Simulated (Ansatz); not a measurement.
# One shape, several levels: AlH3 (SMILES [AlH3])

Wanted: a comparison of 6 runs (UHF/3-21G, BHLYP/3-21G, B3LYP/6-31G*, PBE/6-31G*, CCSDT(Q)/3-21G, CCSDT/3-21G) of AlH3. 

The results are computed with Ansatz 0.2.0.

74 further runs of the same task are left out: 3 that didn't finish, 71 set aside as unsound or not needed.

## (1) The molecule

AlH3 has 4 atoms, charge 0, and is taken as a singlet. SMILES: `[AlH3]`. The H3–Al1 distance was set to 3.964 Å, away from the relaxed value. At this shape a bond of the SMILES string is far longer than usual.

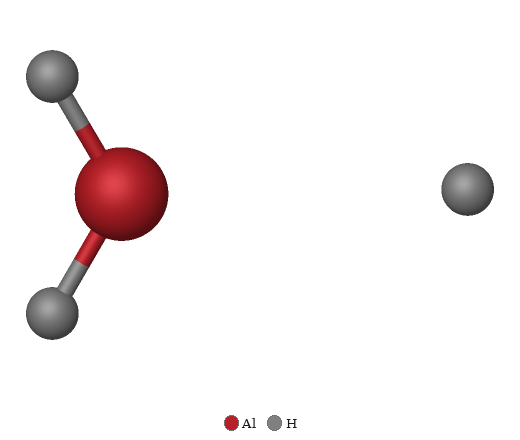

The structure, seen from a chosen angle (aluminium red, hydrogen grey).

## (2) The energy at UHF/3-21G (run 1)

The input, in.yaml:

```yaml
crystal:
  periodic: [false, false, false]
  atoms:
    - {symbol: Al, position_ang: [2.045453, 1.211002, -0.170400]}
    - {symbol: H, position_ang: [2.664953, 1.896702, 1.118300]}
    - {symbol: H, position_ang: [-1.340800, -0.832000, 0.105100]}
    - {symbol: H, position_ang: [2.781153, 1.341502, -1.569200]}
basis:
  gaussian:
    orbitals: 3-21G.json
magnetization:
  spin_polarized: true
hamiltonian:
  xc: hf
accuracy: high
```

The basis set 3-21G is read from a file made from the Basis Set Exchange's data (not shown).

On the command line:

```console
$ ansatz run in.yaml --threads 1 --pin off --max-ram 2610MiB --events-out events.jsonl --progress --plain --runs-dir runs
```

What it wrote:

```text
Warning: RAYON_NUM_THREADS=1 ignored (pool sized by the plan → 1); use --threads N
Functional definition: HF
  name "HF"
  exchange = exact_x
  correlation = 0
360 factors; integrals over basis functions are off by at most 3.7e-9 eV
mean field evaluation 1: about -6584.6789 eV, gradient 9.3e0 eV
mean field evaluation 2: about -6584.6782 eV, gradient 9.3e0 eV
mean field evaluation 4: about -6587.1692 eV, gradient 1.2e0 eV
mean field evaluation 8: about -6587.1994 eV, gradient 1.2e-3 eV
mean field evaluation 16: about -6590.1037 eV, gradient 8.9e-1 eV
mean field evaluation 32: about -6590.1142 eV, gradient 2.9e-8 eV
mean field -6590.11418228 eV, -242.1822292591 hartree, gradient 8.8e-8 eV, S^2 0.983578; 2 other end points of the search recorded, 0 dependent functions left out
reference -6590.11418228 eV, -242.1822292591 hartree; 8, 8 occupied and 11, 11 virtual orbitals, 360 factors
Total energy: -6590.11418228 eV, -242.1822292591 hartree
```

It took 0.12 s on 1 thread of Arm Neoverse V2, shared host.

## (3) The energy at BHLYP/3-21G (run 2)

The input, molecule.yaml:

```yaml
crystal:
  periodic: [false, false, false]
  atoms:
    - {symbol: Al, position_ang: [2.045453, 1.211002, -0.170400]}
    - {symbol: H, position_ang: [2.664953, 1.896702, 1.118300]}
    - {symbol: H, position_ang: [-1.340800, -0.832000, 0.105100]}
    - {symbol: H, position_ang: [2.781153, 1.341502, -1.569200]}
basis:
  gaussian: {orbitals: 3-21G.json}
total_charge: 0
hamiltonian: {xc: {name: BHLYP}}
accuracy: high
```

The basis set 3-21G is read from a file made from the Basis Set Exchange's data (not shown).

On the command line:

```console
$ ansatz run molecule.yaml --threads 1 --pin off --max-ram 2610MiB --events-out events.jsonl --progress --plain --runs-dir runs
```

What it wrote:

```text
Warning: RAYON_NUM_THREADS=1 ignored (pool sized by the plan → 1); use --threads N
Functional definition: BHLYP
  name "BHLYP"
  parameter a = 0.5
  exchange = (1 - a)*b88_x + a*exact_x
  correlation = lyp_c
360 factors; integrals over basis functions are off by at most 3.7e-9 eV
mean field evaluation 1: about -6599.6759 eV, gradient 1.5e1 eV
mean field evaluation 2: about -6593.9797 eV, gradient 1.9e1 eV
mean field evaluation 4: about -6602.5704 eV, gradient 5.5e0 eV
mean field evaluation 8: about -6602.8534 eV, gradient 3.1e-1 eV
mean field evaluation 16: about -6602.8521 eV, gradient 1.4e-6 eV
mean field -6602.85207984 eV, -242.6503383603 hartree, gradient 8.3e-8 eV, S^2 0.000000; 0 other end points of the search recorded, 0 dependent functions left out
reference -6602.85210441 eV, -242.6503392631 hartree; 8, 8 occupied and 11, 11 virtual orbitals, 360 factors
Total energy: -6602.85210441 eV, -242.6503392631 hartree
```

Wall time 0.54 s (1 thread of Arm Neoverse V2, shared host).

Runs 3 to 5 aren't shown in full; the table further down has their settings and results.

## (4) The energy at CCSDT/3-21G (run 6)

The input, run.yaml:

```yaml
crystal:
  periodic: [false, false, false]
  atoms:
    - symbol: Al
      position_ang: [2.045453, 1.211002, -0.170400]
    - symbol: H
      position_ang: [2.664953, 1.896702, 1.118300]
    - symbol: H
      position_ang: [-1.340800, -0.832000, 0.105100]
    - symbol: H
      position_ang: [2.781153, 1.341502, -1.569200]
basis:
  gaussian: {orbitals: 3-21G.json}
correlation: {method: ccsdt, frozen_orbitals: {Al: 5, H: 0}}
scf: {omitted_lower_state_checks: [cluster_reference, increment]}
accuracy: high
```

The basis set 3-21G is read from a file made from the Basis Set Exchange's data (not shown).

On the command line:

```console
$ ansatz run run.yaml --threads 1 --pin off --max-ram 2610MiB --events-out events.jsonl --progress --plain --runs-dir runs
```

What it wrote:

```text
Warning: RAYON_NUM_THREADS=1 ignored (pool sized by the plan → 1); use --threads N
[... 12 lines left out ...]
5 core orbitals not correlated: weight in the atoms' cores, before any rotation towards them, 1.000 or more for the frozen orbitals, at most 0.000 for the correlated occupied ones
[... 33 lines left out ...]
WARN: these amplitudes may be one of several solutions (largest doubles amplitude 0.78, level shift 5.29 eV)
Total energy: -6591.38555605 eV, -242.2289513833 hartree
Checks for a lower state left out: cluster_reference, increment
```

Wall time 0.2 s (1 thread of Arm Neoverse V2, shared host).

## (5) All runs side by side

```tsv
run	level	frozen core orbitals	energy (Eh)	wall time
1	UHF/3-21G	–	-242.182229	0.12 s
2	BHLYP/3-21G	–	-242.650339	0.54 s
3	B3LYP/6-31G* (spherical functions)	–	-244.035797	0.86 s
4	PBE/6-31G* (spherical functions)	–	-243.868190	0.83 s
5	CCSDT(Q)/3-21G	5	-242.229185	0.22 s
6	CCSDT/3-21G	5	-242.228951	0.2 s
```

## (6) Results

| quantity | value |
| --- | --- |
| run 6: total energy | -242.22895 Eh |
| run 6: correlation energy (5 core orbitals frozen) | -153.8 mEh |
| run 6: T1 diagnostic | 0.082 |

In words: Below the UHF energy at the same shape and in the same basis (3-21G): CCSDT(Q) -47.0 mEh; CCSDT -46.7 mEh. Some of these start from another determinant than that one, so these aren't their correlation energies. Totals of different functionals can't be ranked against each other. In runs 5, 6 the log says that unrestricted orbitals would lower the reference, so the values rest on an unstable closed-shell determinant (other closed-shell runs at this shape may share the fault). Spin contamination of the reference: run 1 ⟨S²⟩ = 0.98. Where it is this large, the reference is a mixture of spin states, and values that rest on it are in doubt. All runs together took 2.8 s, the longest 0.86 s.
